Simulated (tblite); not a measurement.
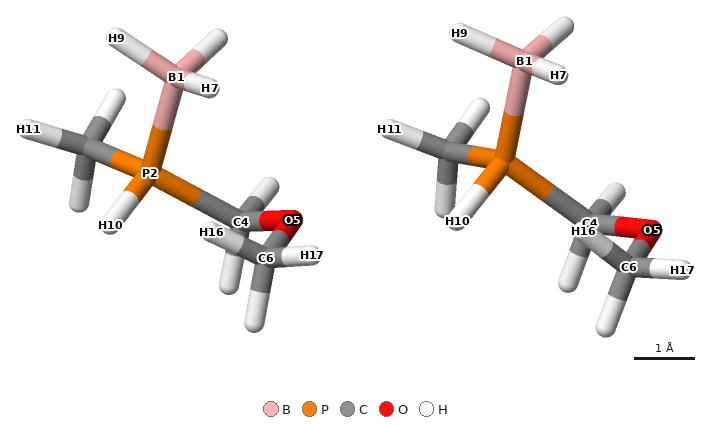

Two geometries of C₃H₁₂BOP, drawn at one scale. One is the start of a relaxation, the other its converged end. A stick model, seen from a free direction.

All numbers below come from tblite 0.8.0, GFN2-xTB geometry optimisation, gas phase. 

> Which of the two is the end point?

The right one is the relaxed one. An H atom moves most after the best rigid fit: 0.42 Å. Largest moves by element: H 0.42 Å, B 0.31 Å, P 0.23 Å, O 0.20 Å, C 0.19 Å. Among the contacts that change: C–P 1.818 → 1.869 Å, C–O 1.364 → 1.405 Å, C–P 1.793 → 1.833 Å, C–H 1.126 → 1.089 Å. Among the angles between lasting bonds that change: C–P–H 112.0° → 98.2°, B–P–H 108.6° → 121.6°, C–P–C 111.3° → 99.5°. After 80 geometry steps the energy has fallen by 17.0 kcal/mol. The run took 0.98 s on 1 thread of AMD EPYC (shared host).
